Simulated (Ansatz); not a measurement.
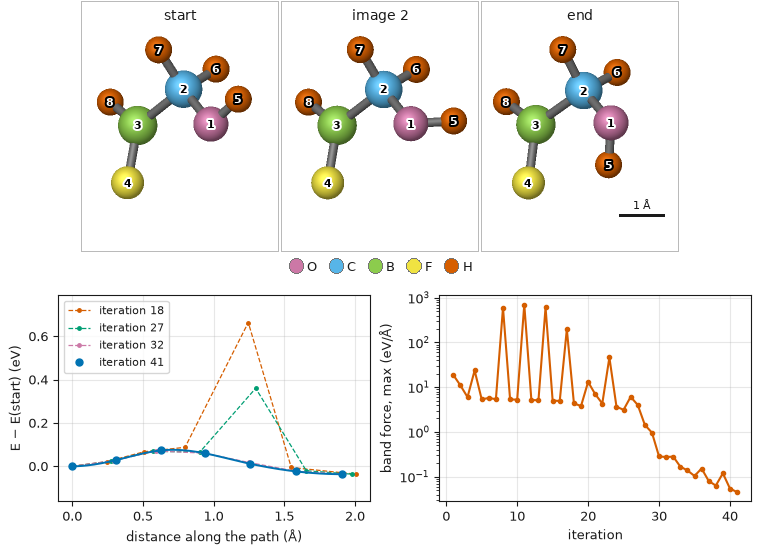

A search for the minimum-energy path of CH$_{4}$BFO by the nudged elastic band. Images are numbered from 0 (start) to 6 (end). The plot follows the band through its iterations. Style: ball-and-stick. Shown from a free direction.

Computed with Ansatz 0.2.0, RKS r2SCANh-D4/def2-SVP. Settings: 5 movable images; climbing image; force threshold 0.05 eV/Å; iteration limit 60; optimiser L-BFGS; largest step 0.5 Å; starting path through a guess of the saddle point.

> How did the profile develop, and is the result final?

The run is converged, with reservations. The band converged in 41 iterations. The largest component of the band force went from 19 to 0.045 eV/Å. The climbing image converged on the top of the path. Its curvatures weren't checked. The step length is far from the usual. The first iteration put the highest image at 2.279 eV. Forward barrier 0.073 eV, backward barrier 0.110 eV, with image 2 at the top; the reaction energy is −0.036 eV.
